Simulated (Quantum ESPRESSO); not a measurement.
**Core-hole calculation of the O K edge in Sc2CO (R-3m)**

Aim: the near-edge shape at the O K edge of Sc2CO (R-3m), and what the core hole does to it.

Calculated with Quantum ESPRESSO 7.5; X-ray absorption near-edge structure, plane-wave PAW PBEsol, one-electron final states by a Lanczos continued fraction.

## 1. The structure

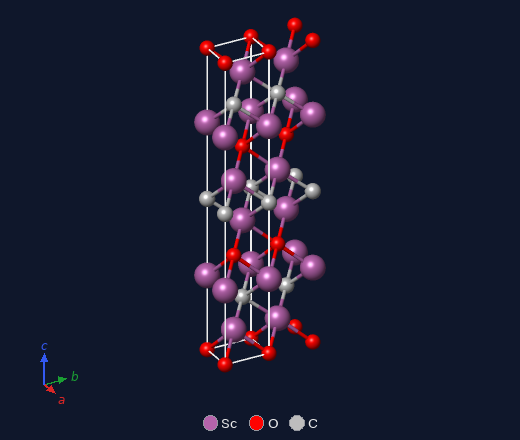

Start, viewed slightly off an axis; scandium purple, oxygen red, carbon light grey. 1×2×1 cells are drawn. This picture shows the conventional cell, with its axes. Bonds to atoms that aren't drawn are left out. Some periodic images of atoms are drawn too.

## 2. The field without a hole

The ground state comes first: it tells whether the system has a gap, which decides how the excited electron is treated.

The PAW data sets are made with ld1.x, with reconstruction data.

Contents of scf.in:

```
&control
   calculation='scf', prefix='x', pseudo_dir='../pp', outdir='tmp', tprnfor=.true.
/
&system
   ibrav=0, nat=4, ntyp=3, nbnd=20
   ecutwfc=50, ecutrho=450
   occupations='smearing', smearing='mv', degauss=0.015
/
&electrons
   conv_thr=4.0e-08, electron_maxstep=120
   mixing_beta=0.5
/
ATOMIC_SPECIES
Sc 1.0 Sc.pbesol-spn-kjpaw.UPF
O3 1.0 O.pbesol-n-kjpaw.UPF
C 1.0 C.pbesol-n-kjpaw.UPF
CELL_PARAMETERS angstrom
  1.62138916 0.93610947 5.29006396
  -1.62138916 0.93610947 5.29006396
  0.00000000 -1.87221894 5.29006396
ATOMIC_POSITIONS crystal
Sc   0.75358596 0.75358596 0.75358596
Sc   0.24641404 0.24641404 0.24641404
O3   0.00000000 0.00000000 0.00000000
C    0.50000000 0.50000000 0.50000000
K_POINTS automatic
10 10 10 0 0 0
```

The run is started by

```
$ OMP_NUM_THREADS=1 mpirun --oversubscribe --bind-to none -np 4 pw.x -nk 4 -in scf.in > scf.out
```

The log of the run:

```text
     [... banner and references ...]
using ibrav=0 with symmetry is DISCOURAGED, use correct ibrav instead

     G-vector sticks info
     --------------------

     Using Slab Decomposition

     bravais-lattice index     =            0
     lattice parameter (alat)  =      10.6044  a.u.
     unit-cell volume          =     325.1043 (a.u.)^3
     number of atoms/cell      =            4
     number of atomic types    =            3
     number of electrons       =        32.00
     number of Kohn-Sham states=           20
     kinetic-energy cutoff     =      50.0000  Ry
     charge density cutoff     =     450.0000  Ry
     scf convergence threshold =      4.0E-08
     mixing beta               =       0.5000
     number of iterations used =            8  plain     mixing
     Exchange-correlation= SLA  PW   PSX  PSC
                           (   1   4  10   8   0   0   0)

     celldm(1)=  10.604375  celldm(2)=   0.000000  celldm(3)=   0.000000
     celldm(4)=   0.000000  celldm(5)=   0.000000  celldm(6)=   0.000000

     crystal axes: (cart. coord. in units of alat)
               a(1) = (   0.288936   0.166817   0.942703 )
               a(2) = (  -0.288936   0.166817   0.942703 )
               a(3) = (   0.000000  -0.333634   0.942703 )

     reciprocal axes: (cart. coord. in units 2 pi/alat)
               b(1) = (  1.730489  0.999098  0.353593 )
               b(2) = ( -1.730489  0.999098  0.353593 )
               b(3) = (  0.000000 -1.998197  0.353593 )

     PseudoPot. #1 for Sc:     Pseudo is Projector augmented-wave + core cor, Zval = 11.0

     ../pp/O.pbesol-n-kjpaw.UPF
     Pseudo is Projector augmented-wave + core cor, Zval =  6.0
     Shape of augmentation charge: PSQ
     Using radial grid of 1095 points,  4 beta functions with:
                l(1) =   0
                l(2) =   0
                l(3) =   1
                l(4) =   1
     Q(r) pseudized with 0 coefficients

     ../pp/C.pbesol-n-kjpaw.UPF
     Pseudo is Projector augmented-wave + core cor, Zval =  4.0
     Shape of augmentation charge: PSQ
     Using radial grid of 1073 points,  4 beta functions with:
                l(1) =   0
                l(2) =   0
                l(3) =   1
                l(4) =   1
     Q(r) pseudized with 0 coefficients

     atomic species   valence    mass     pseudopotential
     Sc               11.00     1.00000     Sc( 1.00)
     O3                6.00     1.00000     O ( 1.00)
     C                 4.00     1.00000     C ( 1.00)

     12 Sym. Ops., with inversion, found

   Cartesian axes

     site n.     atom                  positions (alat units)
         1        Sc     tau(   1) = (  -0.0000000   0.0000000   2.1312224  )
         2        Sc     tau(   2) = (  -0.0000000   0.0000000   0.6968855  )
         3        O3     tau(   3) = (   0.0000000   0.0000000   0.0000000  )
         4        C      tau(   4) = (   0.0000000   0.0000000   1.4140540  )

     number of k points=   116  Marzari-Vanderbilt smearing, width (Ry)=  0.0150

     Number of k-points >= 100: set verbosity='high' to print them.

     Dense  grid:    52501 G-vectors     FFT dimensions: (  72,  72,  72)

     Smooth grid:    15543 G-vectors     FFT dimensions: (  48,  48,  48)

     Initial potential from superposition of free atoms

     starting charge      31.9951, renormalised to      32.0000
     Starting wfcs are   28 randomized atomic wfcs
     Checking if some PAW data can be deallocated...

     per-process dynamical memory:    74.4 Mb

     Self-consistent Calculation

     iteration #  1     ecut=    50.00 Ry     beta= 0.50
     Davidson diagonalization with overlap
     ethr =  1.00E-02,  avg # of iterations =  2.0

     total energy              =    -369.23901415 Ry
     estimated scf accuracy    <       1.56666093 Ry

     iteration #  2     ecut=    50.00 Ry     beta= 0.50
     Davidson diagonalization with overlap
     ethr =  4.90E-03,  avg # of iterations =  5.6

     total energy              =    -369.72335340 Ry
     estimated scf accuracy    <       1.22954717 Ry

     iteration #  3     ecut=    50.00 Ry     beta= 0.50
     Davidson diagonalization with overlap
     ethr =  3.84E-03,  avg # of iterations =  3.2

     total energy              =    -369.91756263 Ry
     estimated scf accuracy    <       0.06979340 Ry

     iteration #  4     ecut=    50.00 Ry     beta= 0.50
     Davidson diagonalization with overlap
     ethr =  2.18E-04,  avg # of iterations =  7.0

     total energy              =    -369.95696829 Ry
     estimated scf accuracy    <       0.02280479 Ry

     iteration #  5     ecut=    50.00 Ry     beta= 0.50
     Davidson diagonalization with overlap
     ethr =  7.13E-05,  avg # of iterations =  8.1

     total energy              =    -369.97240106 Ry
     estimated scf accuracy    <       0.07366998 Ry

[...]
c_bands:  1 eigenvalues not converged
     c_bands:  1 eigenvalues not converged
     c_bands:  1 eigenvalues not converged
     c_bands:  1 eigenvalues not converged
     c_bands:  1 eigenvalues not converged
[...]
c_bands:  1 eigenvalues not converged
     c_bands:  1 eigenvalues not converged
[...]
c_bands:  1 eigenvalues not converged
[...]
total energy              =    -369.96483616 Ry
[...]
iteration # 20     ecut=    50.00 Ry     beta= 0.50
     Davidson diagonalization with overlap
     ethr =  1.13E-09,  avg # of iterations =  6.4

     total energy              =    -369.96483643 Ry
     estimated scf accuracy    <       0.00000028 Ry

     iteration # 21     ecut=    50.00 Ry     beta= 0.50
     Davidson diagonalization with overlap
     ethr =  8.86E-10,  avg # of iterations =  1.8

     total energy              =    -369.96483632 Ry
     estimated scf accuracy    <       0.00000026 Ry

     iteration # 22     ecut=    50.00 Ry     beta= 0.50
     Davidson diagonalization with overlap
     ethr =  8.08E-10,  avg # of iterations =  5.2

     End of self-consistent calculation

     Number of k-points >= 100: set verbosity='high' to print the bands.

     the Fermi energy is    11.8755 ev

!    total energy              =    -369.96483638 Ry
     total all-electron energy =     -3279.653486 Ry
     estimated scf accuracy    <          8.2E-09 Ry
     smearing contrib. (-TS)   =       0.00101984 Ry
     internal energy E=F+TS    =    -369.96585621 Ry

     The total energy is F=E-TS. E is the sum of the following terms:
     one-electron contribution =     -49.34757799 Ry
     hartree contribution      =      41.42982976 Ry
     xc contribution           =     -46.75588211 Ry
     ewald contribution        =    -183.05805025 Ry
     one-center paw contrib.   =    -132.23417562 Ry

     convergence has been achieved in  22 iterations

     Forces acting on atoms (cartesian axes, Ry/au):

     atom    1 type  1   force =     0.00000000    0.00000000   -0.00289710
     atom    2 type  1   force =     0.00000000    0.00000000    0.00289710
     atom    3 type  2   force =     0.00000000    0.00000000    0.00000000
     atom    4 type  3   force =    -0.00000000    0.00000000   -0.00000000

     Total force =     0.004097     Total SCF correction =     0.000222

     XML data file, charge density, pseudopotentials, collected wavefunctions

=------------------------------------------------------------------------------=
   JOB DONE.
=------------------------------------------------------------------------------=
```

Run time: 1.8 min. Hardware: 4 MPI ranks of Arm Neoverse V1, shared host; peak memory 0.15 GiB; 7.1 min of CPU time.

Absorbing atoms carry a label of their own (element plus a letter or digit), as the spectrum program needs them as separate species.

The mesh shows no gap, so the system is treated as a metal and the core electron is put at the Fermi level (neutral cell).

## 3. Spectrum without a core hole, O atom 3

Without a hole the spectrum is the empty density of states of the right symmetry on the absorber, weighted by matrix elements. It needs only the small cell and serves as the baseline.

The absorber has 6 Sc at 2.33 Å (octahedral, site symmetry -3m).

Contents of xspectra.in:

```
&input_xspectra
   calculation='xanes_dipole', edge='K'
   prefix='x', outdir='tmp', xiabs=2, xe0=11.8755
   xonly_plot=.false., x_save_file='xanes.sav'
   xniter=3000, xcheck_conv=20, xerror=0.005
   xcoordcrys=.false., xepsilon(1)=1, xepsilon(2)=0, xepsilon(3)=0
/
&plot
   xnepoint=413, xemin=-10, xemax=45, terminator=.true., cut_occ_states=.true.
   xgamma=0.4
/
&pseudos
   filecore='../O.wfc'
/
&cut_occ
   cut_desmooth=0.1, cut_stepl=0.05, cut_stepu=0.05, cut_ierror=1e-5
/
11 11 11 0 0 0
```

The run is started by

```
$ OMP_NUM_THREADS=1 mpirun --oversubscribe --bind-to none -np 4 xspectra.x -nk 4 -in xspectra.in > xspectra.out
```

The log of the run:

```text
     [... banner and references ...]
Reading input_file

     calculation: xanes_dipole

     xepsilon  [cartesian coordinates]:   1.000000   0.000000   0.000000

     xonly_plot: FALSE
        => complete calculation: Lanczos + spectrum plot

     filecore (core-wavefunction file): ../O.wfc

     main plot parameters:
        cut_occ_states: TRUE
        gamma_mode:  constant
        -> using xgamma [eV]:  0.40
        xemin [eV]: -10.00
        xemax [eV]:  45.00
        xnepoint:  413
        xe0 [eV]:  11.875500 (energy zero read in input file)

[...]
Results of STEP 1 successfully written in x_save_file
     x_save_file name:
     ->  xanes.sav
     x_save_file version:  2

     ... End STEP 1 ...

     ... Begin STEP 2 ...

     The spectrum is calculated using the following parameters:
        xe0 [eV]:   11.8755
        the occupied states are elimintate from the spectrum
        xemin [eV]: -10.00
        xemax [eV]:  45.00
        xnepoint:  413
        constant broadening parameter [eV]:    0.400
        Core level energy [eV]:  -543.1
         (from electron binding energy of neutral atoms in X-ray data booklet)

     Cross-section successfully written in xanes.dat

     ... End STEP 2 ...

                                END JOB XSpectra
```

Run time: 8 min. Hardware: 4 MPI ranks; peak memory 0.17 GiB; 32 min of CPU time.

The O K spectrum, O atom 3, no core hole (energy from the energy zero of the input (xe0, at the border of filled and empty states); intensity scaled to a mean of 1 over the first 20 eV; the points at xe0, where the cut of filled states can leave a spike, are interpolated; polarised curves are means over the symmetry-equivalent atoms):

```tsv
E (eV)	isotropic	ε ⊥ c	ε ∥ c
-2.0	0.05	0.05	0.04
-0.5	0.10	0.11	0.09
1.0	0.42	0.44	0.40
2.5	1.05	1.10	0.96
4.0	2.09	2.26	1.74
5.5	0.93	0.94	0.92
7.0	1.66	1.39	2.19
8.5	0.99	1.19	0.61
10.0	1.33	1.46	1.09
11.5	1.23	1.29	1.10
13.0	1.48	0.92	2.59
14.5	0.49	0.45	0.57
16.0	0.59	0.66	0.46
17.5	0.63	0.72	0.46
19.0	0.45	0.43	0.50
20.5	0.38	0.38	0.38
22.0	0.39	0.43	0.32
23.5	0.49	0.51	0.44
25.0	0.90	0.91	0.90
26.5	1.53	1.68	1.24
28.0	1.32	1.34	1.26
29.5	0.93	0.85	1.09
31.0	0.68	0.59	0.85
```

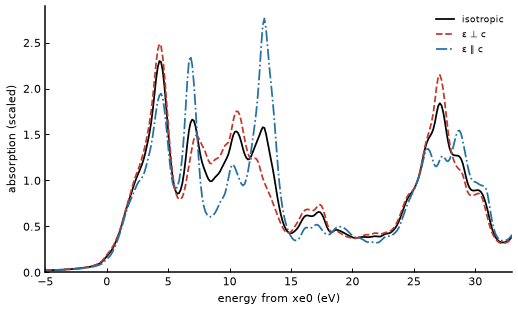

The O K edge, O atom 3, no core hole: main maxima at 4.3, 7.0 and 12.7 eV.

Main maxima below 24 eV (height): 4.3 eV (2.30), 7.0 eV (1.66), 10.6 eV (1.53), 12.7 eV (1.58) and 17.2 eV (0.66). A K edge sees empty p states; the first features are O p mixed into the empty d states of the Sc neighbours, and the broad ones above probably into the cations' higher empty bands.

## 4. Another broadening

The final state's lifetime shortens with energy, so measured features broaden above the edge; the saved Lanczos coefficients are redrawn with a width that grows.

Contents of xspectra_plot.in:

```
&input_xspectra
   calculation='xanes_dipole', edge='K'
   prefix='x', outdir='tmp', xiabs=2, xe0=11.8755
   xonly_plot=.true., x_save_file='xanes.sav'
   xniter=3000, xcheck_conv=20, xerror=0.005
   xcoordcrys=.false., xepsilon(1)=1, xepsilon(2)=0, xepsilon(3)=0
/
&plot
   xnepoint=413, xemin=-10, xemax=45, terminator=.true., cut_occ_states=.true.
   gamma_mode='variable', gamma_energy(1)=4, gamma_energy(2)=25, gamma_value(1)=0.3, gamma_value(2)=2.5
/
&pseudos
   filecore='../O.wfc'
/
&cut_occ
   cut_desmooth=0.1, cut_stepl=0.05, cut_stepu=0.05, cut_ierror=1e-5
/
11 11 11 0 0 0
```

The run is started by

```
$ OMP_NUM_THREADS=1 xspectra.x -in xspectra_plot.in > xspectra_plot.out
```

The log of the run:

```text
     [... banner and references ...]
Reading input_file
     -------------------------------------------------------------------------

     calculation: xanes_dipole

     xonly_plot: TRUE
        => only the spectrum plot

     main plot parameters:
        cut_occ_states: TRUE
        gamma_mode:  variable
        -> first, constant up to point ( 4.00, 0.30) [eV]
        -> then, linear up to point (25.00, 2.50) [eV]
        -> finally, constant up to xemax
        xemin [eV]: -10.00
        xemax [eV]:  45.00
        xnepoint:  413
[...]
xemin [eV]: -10.00
        xemax [eV]:  45.00
        xnepoint:  413
        energy-dependent broadening parameter:
         -> first, constant up to point ( 4.00, 0.30) [eV]
         -> then, linear up to point (25.00, 2.50) [eV]
         -> finally, constant up to xemax
        Core level energy [eV]:  -543.1
         (from electron binding energy of neutral atoms in X-ray data booklet)

     Cross-section successfully written in xanes.dat

     -------------------------------------------------------------------------
                                END JOB XSpectra
     -------------------------------------------------------------------------
[key lines of the parts left out:]
Fermi level [eV]:  12.1695
```

Elapsed: 27 s, on 1 MPI rank; peak memory 0.17 GiB.

With a Lorentzian half width 0.3 eV up to 4 eV, rising linearly to 2.5 eV at 25 eV, the maxima are 4.3 eV (2.45), 7.0 eV (1.48) and 10.6 eV (1.29).

## 5. Supercell without a hole, the energy reference

The photon energy needs a difference of total energies, so the cell and mesh of the coming hole run are first run without a hole.

Contents of scf.in:

```
&control
   calculation='scf', prefix='x', pseudo_dir='../pp', outdir='tmp', tprnfor=.true.
/
&system
   ibrav=0, nat=12, ntyp=3, nbnd=59
   ecutwfc=50, ecutrho=450
   occupations='smearing', smearing='mv', degauss=0.015
/
&electrons
   conv_thr=1.2e-07, electron_maxstep=120
   mixing_beta=0.5
/
ATOMIC_SPECIES
Sc 1.0 Sc.pbesol-spn-kjpaw.UPF
O 1.0 O.pbesol-n-kjpaw.UPF
C 1.0 C.pbesol-n-kjpaw.UPF
CELL_PARAMETERS angstrom
  0.00000000 -1.87221894 5.29006396
  0.00000000 5.61665682 0.00000000
  -4.86416749 2.80832841 0.00000000
ATOMIC_POSITIONS crystal
Sc   0.26075788 0.75358596 0.00000000
Sc   0.26075788 0.08691929 0.33333333
Sc   0.26075788 0.42025263 0.66666667
Sc   0.73924212 0.24641404 0.00000000
Sc   0.73924212 0.57974737 0.33333333
Sc   0.73924212 0.91308071 0.66666667
O    0.00000000 0.00000000 0.00000000
O    0.00000000 0.33333333 0.33333333
O    0.00000000 0.66666667 0.66666667
C    0.50000000 0.50000000 0.00000000
C    0.50000000 0.83333333 0.33333333
C    0.50000000 0.16666667 0.66666667
K_POINTS automatic
5 6 6 0 0 0
```

The run is started by

```
$ OMP_NUM_THREADS=1 mpirun --oversubscribe --bind-to none -np 4 pw.x -nk 4 -in scf.in > scf.out
```

The log of the run:

```text
     [... banner and references ...]
[banner, memory and clock lines left out]
Found identity + (  0.0000  0.3333  0.3333) symmetry
     This is a supercell, fractional translations are disabled
     using ibrav=0 with symmetry is DISCOURAGED, use correct ibrav instead

     G-vector sticks info

     bravais-lattice index     =            0
     lattice parameter (alat)  =      10.6044  a.u.
     unit-cell volume          =     975.3128 (a.u.)^3
[...]
atom    3 type  1   force =     0.00000013   -0.00000935   -0.00301705
[...]
atom   11 type  3   force =    -0.00000044    0.00000000    0.00000000
     atom   12 type  3   force =     0.00000044    0.00000000    0.00000000

     Total force =     0.007392     Total SCF correction =     0.000890
     SCF correction compared to forces is large: reduce conv_thr to get better values

     XML data file, charge density, pseudopotentials, collected wavefunctions
[key lines of the parts left out:]
!    total energy              =   -1109.89484137 Ry
the Fermi energy is    11.9093 ev
convergence has been achieved in  17 iterations
```

Run time: 3.9 min. Hardware: 4 MPI ranks; peak memory 0.36 GiB.

Reference energy: -133865.881 eV with the cores included.

(Continued in part 2 of 3.)

[Banner, clock and machine lines of the logs are left out without a mark of their own.]

[Logs are printed without paths, hosts, clocks, repeated set-up lines and the standing remarks that a program may print on its own settings, such as how far it seeks lower states.]

[Hosts, paths, dates, database ids (printed as entryN), source tags and the programs' standing remarks are cut or masked in the printed files.]

[Lists of maxima count a maximum above −3 eV only where it reaches 4 % of the highest in the window and stands out from its surroundings by 2 % of it (1.5 % where it reaches 55 %); shoulders and weaker maxima are passed over, and of the rest the first, up to two pre-edge ones and the few strongest are named.]
